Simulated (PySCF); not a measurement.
C2H6ClFSi2: NMR shielding calculation

System: C2H6ClFSi2.
Method: GIAO CAM-B3LYP/pcSseg-1 NMR shielding, non-relativistic, gas phase (PySCF 2.14.0).

The geometry comes from this level: PBE0-D3(BJ)/def2-SVP. Figures and captions count atoms from 1; the log counts them from 0 in places.

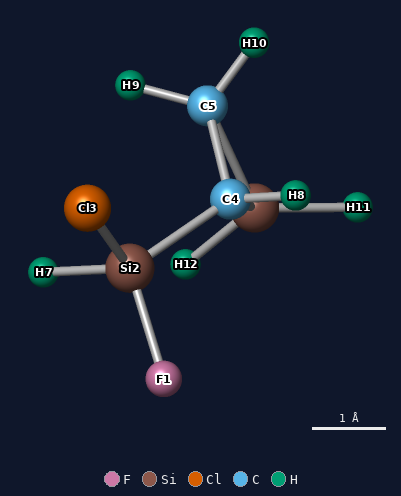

Fig. 1: The structure as given in the input (ball-and-stick view, seen at a tilt; atoms are numbered from 1 in the order of the input).

## Key numbers

| quantity | value |
| --- | --- |
| outcome | converged |
| total energy | −1218.837891 hartree |
| HOMO | −8.77 eV |
| LUMO | 0.86 eV |
| dipole moment | 3.23 D |
| isotropic shielding, F | 327.4 ppm |
| isotropic shielding, Si | 328.1 to 484.8 ppm |
| isotropic shielding, Cl | 875.1 ppm |
| isotropic shielding, C | 190.2 to 193.4 ppm |
| isotropic shielding, H | 26.7 to 31.2 ppm |
| hardware | 1 CPU thread, shared host |
| wall time | 21 s |
| peak memory | 0.89 GiB |

## Input
```
{"job": {"kind": "nmr", "xc": "CAM-B3LYP", "basis": "pcSseg-1", "pop": false}, "charge": 0, "multiplicity": 1}
F     -1.428094    -2.257295    -0.953679
Si    -1.349302    -0.651216    -0.756289
Cl    -3.245860    -0.036155    -0.231239
C     -0.131821    -0.227441     0.543375
C      0.460795     1.201649     0.585127
Si     1.687303    -0.107056     0.119888
H     -1.006801    -0.039741    -2.064667
H     -0.357002    -0.672954     1.521349
H      0.118927     1.903415    -0.185661
H      0.514917     1.669541     1.573557
H      2.662559    -0.591111     1.124760
H      2.091508    -0.242118    -1.300619
```

The first line tells a small driver script what to run in PySCF; the rest is the geometry in Å.

Launched with:
```bash
OMP_NUM_THREADS=1 python <driver script> task.json out
```

## Output
```
coarse grid: 11856 points
cycle   1  E = -1218.7162906286  dE =  6.003e-01  |g| = 6.465e-01  |ddm| = 3.152e+00
cycle   2  E = -1218.7021066920  dE =  1.418e-02  |g| = 7.948e-01  |ddm| = 1.075e+00
cycle   3  E = -1218.8005825778  dE = -9.848e-02  |g| = 6.560e-02  |ddm| = 5.354e-01
cycle   4  E = -1218.8013104890  dE = -7.279e-04  |g| = 3.102e-02  |ddm| = 8.393e-02
cycle   5  E = -1218.8014963180  dE = -1.858e-04  |g| = 6.369e-03  |ddm| = 2.962e-02
cycle   6  E = -1218.8015056044  dE = -9.286e-06  |g| = 2.649e-03  |ddm| = 8.544e-03
final grid: 101856 points
cycle   7  E = -1218.8378830156  dE = -9.906e-06  |g| = 5.493e-03  |ddm| = 1.178e-02
cycle   8  E = -1218.8378801966  dE =  2.819e-06  |g| = 6.492e-03  |ddm| = 9.980e-03
cycle   9  E = -1218.8378907386  dE = -1.054e-05  |g| = 3.781e-04  |ddm| = 5.364e-03
cycle  10  E = -1218.8378907611  dE = -2.242e-08  |g| = 1.282e-04  |ddm| = 3.720e-04
cycle  11  E = -1218.8378907634  dE = -2.354e-09  |g| = 4.356e-05  |ddm| = 1.152e-04
cycle  12  E = -1218.8378907637  dE = -3.288e-10  |g| = 8.787e-06  |ddm| = 4.123e-05
```

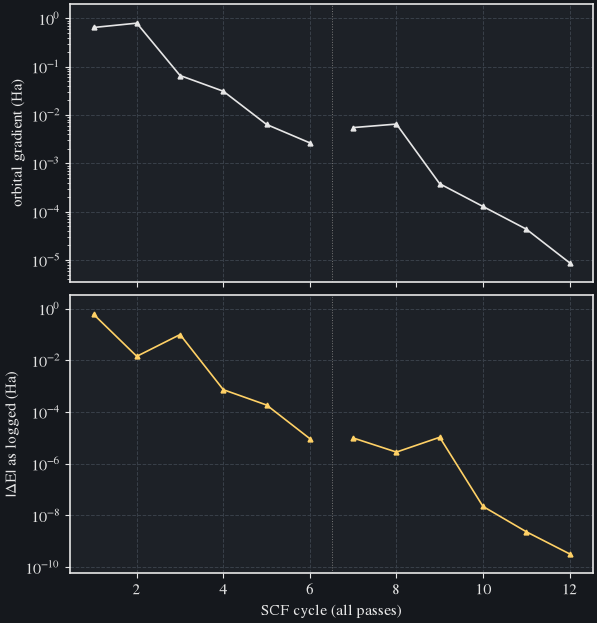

Fig. 2: Convergence of the self-consistent field: orbital gradient and size of the energy change against the SCF cycle. The dotted line marks the change from a coarse to the final integration grid. The first 6 cycles use a coarse grid, the final grid takes over at cycle 7, and the field converges after 12 cycles in all.

```
converged SCF energy = -1218.8378907637

GIAO shielding tensors (ppm)
atom      isotropic    diamagn.    paramagn.     s11        s22        s33       span
  0 F      327.380     468.034    -140.654    272.502    333.909    375.729    103.227
  1 Si     328.053     876.052    -547.999    287.868    319.334    376.958     89.090
  2 Cl     875.116    1148.280    -273.163    735.814    875.935   1013.600    277.785
  3 C      190.159     261.218     -71.059    159.085    186.521    224.872     65.787
  4 C      193.439     252.506     -59.067    169.716    193.645    216.956     47.240
  5 Si     484.830     881.176    -396.346    375.237    397.334    681.919    306.682
  6 H       26.667      28.910      -2.243     22.728     25.478     31.795      9.067
  7 H       31.158      32.254      -1.096     24.956     28.255     40.264     15.308
  8 H       30.943      31.213      -0.270     25.231     28.067     39.530     14.300
  9 H       30.596      29.997       0.599     24.968     26.066     40.755     15.787
 10 H       28.437      29.355      -0.918     23.278     25.649     36.382     13.104
 11 H       28.602      29.834      -1.231     23.509     26.714     35.585     12.076
```

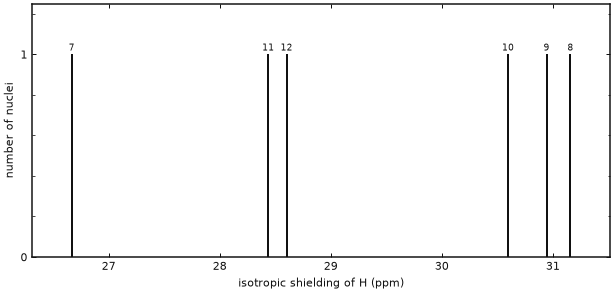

Fig. 3: Isotropic shieldings of the hydrogen nuclei in this fixed geometry, labelled by atom number; shielding grows to the right, so chemical shift grows to the left. The least shielded is H7 (26.7 ppm), the most shielded H8 (31.2 ppm).
